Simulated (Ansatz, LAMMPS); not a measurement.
# Forces and charges in aqueous K+ and HSO4-, 2.1 mol of salt per kg of water at 300 K (173 atoms), part 3 of 3

What does DFT give for aqueous K+ and HSO4-, 2.1 mol of salt per kg of water at 300 K (173 atoms) as built?

Ansatz 0.2.0; Kohn-Sham DFT, r2SCAN+D4, PAW (set soft_2), plane waves.

The cell: 61 O, 2 S, 108 H and 2 K. The network of contacts between molecules at the start is that of the classical potential that made the cell. The concentration wasn't checked against solubility and may exceed it. The density was typed from a rule of thumb and may lie off the real one at this temperature. Only the Γ point is sampled, in a cell whose shortest periodic width is 12 Å.

So far. Step 3 (Plane-wave single point): Between -26 and -10 eV lie 136 more states.

### Step 4. Structure statistics

These statistics describe the geometry on which the runs were made.

Density 1.17 g/cm³, 10.06 Å³ an atom.

g(r), total and by pair (bins of 0.2 Å):

```
r (Å)  total   H-H   H-O   H-K   H-S   O-O   O-K
 0.90   2.73  0.00  6.20  0.00  0.00  0.00  0.00
 1.10   2.29  0.00  5.20  0.00  0.00  0.00  0.00
 1.30   0.00  0.00  0.00  0.00  0.00  0.00  0.00
 1.50   0.27  0.00  0.22  0.00  0.00  0.00  0.00
 1.70   1.48  2.50  1.15  0.00  0.00  0.00  0.00
 1.90   0.61  0.42  1.01  0.00  0.00  0.00  0.00
 2.10   0.53  0.67  0.57  0.00  1.49  0.00  0.00
 2.30   0.72  1.35  0.30  0.00  0.00  0.54  0.00
 2.50   0.73  1.23  0.30  0.00  1.53  0.76  0.00
 2.70   0.93  1.12  0.47  0.42  1.33  1.97  2.27
 2.90   0.84  0.71  0.64  1.53  1.16  1.82  2.66
 3.10   1.03  0.69  1.29  0.96  0.68  1.14  3.56
 3.30   1.17  0.81  1.56  2.89  0.00  0.88  1.03
 3.50   1.22  1.10  1.48  1.03  1.04  0.70  0.00
 3.70   1.18  1.20  1.19  1.39  0.71  1.18  0.43
 3.90   1.00  1.04  0.99  1.89  1.48  0.76  1.10
 4.10   1.06  1.34  0.85  0.57  1.14  1.02  0.00
 4.30   0.99  0.95  0.97  0.68  1.39  1.23  1.22
 4.50   0.96  0.98  0.93  0.80  1.12  1.01  1.12
 4.70   0.97  0.99  0.95  0.87  0.88  1.06  0.51
 4.90   0.95  1.01  0.98  0.13  0.66  0.76  1.16
 5.10   1.02  0.97  1.05  1.10  0.87  1.16  0.88
 5.30   0.99  0.87  1.10  1.02  0.91  0.91  1.62
 5.50   1.00  0.98  0.98  1.27  1.17  1.05  1.50
 5.70   0.95  0.98  0.92  0.99  0.88  0.95  1.23
 5.90   0.99  1.02  0.98  1.19  1.20  0.88  1.31
```

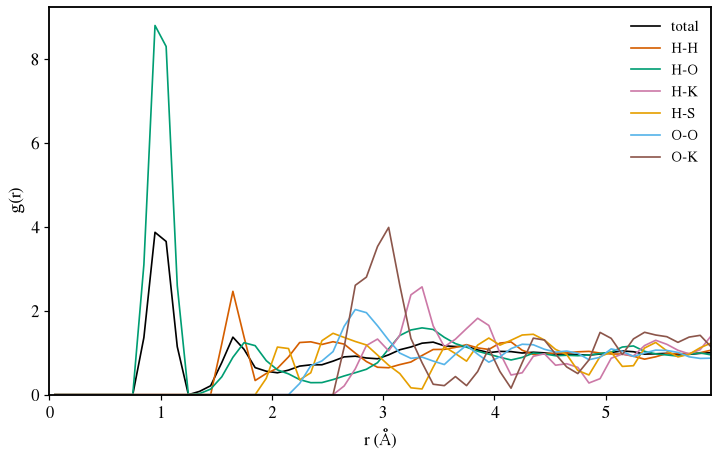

Pair distribution functions, lightly smoothed.

Bonds by pair of elements; cutoffs follow the first minimum of g(r), held within bounds set by covalent radii, and pairs that aren't listed don't count as bonded:

```csv
pair A-B,cutoff (Å),bonds,mean length (Å),spread (Å),shortest (Å),B about A,A about B
H-O,1.21,108,1,0.002,0.986,1,1.77
O-K,3.52,15,3.01,0.192,2.73,0.246,7.5
O-S,1.98,8,1.47,0.061,1.41,0.131,4
```

How many atoms have how many bonded neighbours:

```csv
element,mean,1,2,3,4,6,9
H,1,108,0,0,0,0,0
K,7.5,0,0,0,0,1,1
O,2.15,5,42,14,0,0,0
S,4,0,0,0,2,0,0
```

Bond angles (no mean is given where the spread exceeds 20°):

```
angle  count  mean (°)  spread (°)
H-O-H     53       110           0
H-O-K     28         -           -
O-S-O     12       109           6
H-O-S      2       105         3.7
```

Hydrogen bonds between water molecules (O–O under 3.5 Å, H–O···O angle under 30°):

```csv
hydrogen bonds to other water,molecules
0,0
1,4
2,8
3,20
4,19
5,2
```

First shells of the ions:

```csv
ion,count,shell,mean number
K,2,water O within 3.6 A,7
```

Bond length by coordination (bonds to H left out):

```csv
element,coordination,atoms,mean bond length (Å)
K,6,1,3.00
K,9,1,3.02
O,1,5,1.43
O,2,3,1.89
O,3,14,3.02
```

By these cutoffs all H atoms have 1, 50 % of K atoms have 6 and as many 9, 69 % of O atoms have 2 and all S atoms have 4 bonded neighbours. The 53 water molecules hold 3.13 hydrogen bonds each to other water on average, with a mean O–O distance of 2.83 Å. Ion shells in this frame: K 7.0 (water O within 3.6 Å).

Local excerpt of 12 atoms (numbers count through the whole input) about S8, which bears the longest force; x, y, z are measured from there.

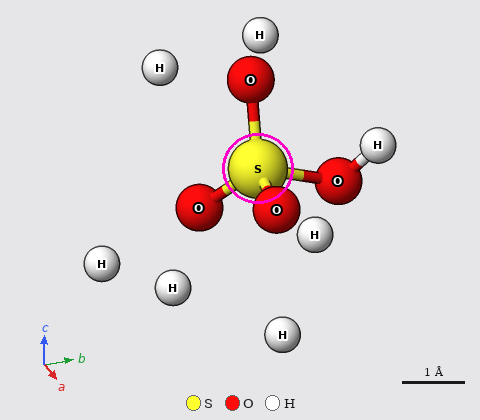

The atoms of the table, within 3.1 Å (arrows a, b, c point along x, y, z); some may hide others; the central atom is ringed.

```csv
atom,x,y,z,distance (Å),bonds,Löwdin charge (e),Fx,Fy,Fz (eV/Å)
S8,0.00,0.00,0.00,0.00,4,2.58,-0.75,3.22,-0.78
O11,1.39,-0.22,-0.03,1.41,1,-0.76,1.51,-1.49,0.37
O10,-0.77,-0.70,-0.97,1.43,1,-0.81,-0.93,-1.96,-0.74
O9,-0.63,0.10,1.31,1.46,2,-0.79,-0.10,-0.83,0.67
O7,-0.15,1.48,-0.56,1.59,2,-0.71,-0.12,0.69,0.36
H12,0.22,2.01,0.19,2.03,1,0.40,0.28,0.43,-0.35
H101,-2.23,-0.86,0.91,2.56,1,0.39,-0.33,-0.84,1.59
H63,0.35,-0.14,2.65,2.68,1,0.38,0.14,0.03,1.04
H168,0.78,0.18,-2.70,2.82,1,0.41,1.41,-0.47,-0.92
H35,2.93,-0.15,0.25,2.95,1,0.40,1.04,0.12,0.87
H150,0.25,-2.81,-1.14,3.04,1,0.41,1.41,-1.08,0.15
H170,-1.34,-0.91,-2.69,3.14,1,0.39,-0.80,0.43,-1.13
```

The column of bonds counts only the pairs H-O within 1.21 Å, O-K within 3.52 Å, O-S within 1.98 Å; other neighbours, such as metal atoms beside each other in a compound, aren't counted, and periodic images can show an atom twice.

### Step 5. What came out

| Property | Result |
| --- | --- |
| free energy per atom | -238.8506 eV/atom |
| pressure | -3.466 GPa |
| r.m.s. force component | 0.7228 eV/Å |
| gap (highest filled to lowest empty level) | 4.888 eV |
| wall time of the 1 DFT run | 36 s |

What this shows: The highest filled and lowest empty levels differ by 4.89 eV (at Γ alone); a semilocal functional tends to put such gaps too low. In a disordered cell it changes from sample to sample and from frame to frame. Counting bonds as in the table, all H atoms have 1, 50 % of K atoms have 6 and as many 9, 69 % of O atoms have 2 and all S atoms have 4 bonded neighbours. The 53 water molecules hold 3.13 hydrogen bonds each to other water on average, with a mean O–O distance of 2.83 Å.

**Limits.** The force components of 0.72 eV/Å r.m.s. reflect the temperature of the frame as well as the gap between the generating potential and DFT, above all in bond lengths inside molecules. The pressure of -3.5 GPa is that of one thermal frame, in which the classical model's bond lengths enter as well as the volume, without the kinetic term and with the strain of bonds inside molecules.

[Logs are printed without paths, hosts, clocks, repeated set-up lines and the standing remarks that a program may print on its own settings, such as how far it seeks lower states.]

[Hosts, paths, dates, database ids (printed as entryN), source tags and the programs' standing remarks are cut or masked in the printed files.]
